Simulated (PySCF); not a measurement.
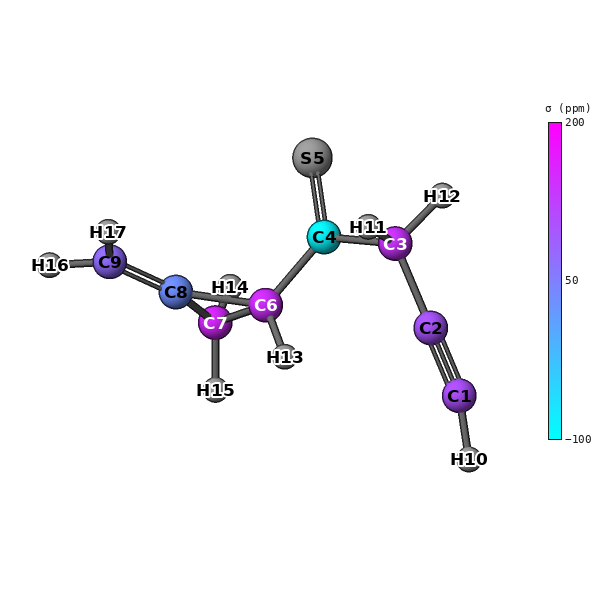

Atoms are coloured by their isotropic NMR shieldings (C only, the others grey). Geometry: a frame of a GFN2-xTB molecular-dynamics simulation, not a minimum. Level of theory: GIAO PBE0/pcSseg-1 NMR shielding, non-relativistic, gas phase (PySCF 2.14.0).

Question: Which C atom is the most shielded (lowest chemical shift)?

Answer: C7 (152.0 ppm).

Question: Which C atom is the least shielded (highest chemical shift)?

Answer: C4 (−88.4 ppm).

Question: How wide is the range of C shifts?

Answer: 240.4 ppm.

List the isotropic NMR shieldings of the C atoms.

```
atom  σ (ppm)
  C1    104.4
  C2     98.9
  C3    136.8
  C4    −88.4
  C6    144.4
  C7    152.0
  C8     32.3
  C9     71.5
```
